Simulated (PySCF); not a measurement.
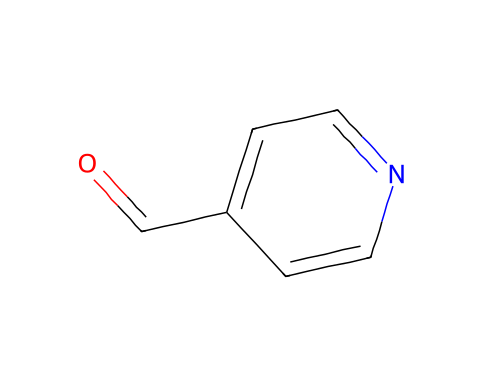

Structural formula above. The computed structure is the end point of a PBE0-D3(BJ)/def2-SVP optimisation. No frequency run is at hand to confirm it as a minimum.

Describe the 3D structure.

It has 13 atoms: 6 carbon, 5 hydrogen, 1 nitrogen and 1 oxygen (C6H5NO). As SMILES it reads `O=Cc1ccncc1`. Independent rings (smallest set): 1 of 6 members, 1 of them aromatic. Among its groups: aldehyde. All atoms lie on one plane. Coordination: 6 C trigonal planar; 1 N bent.

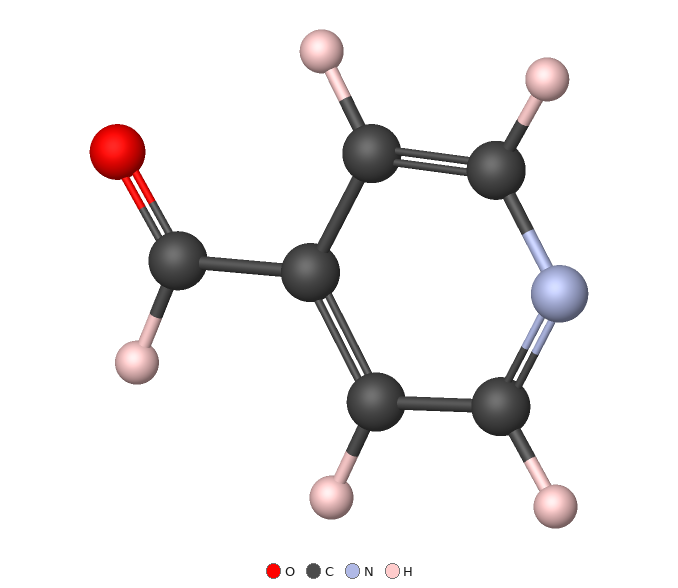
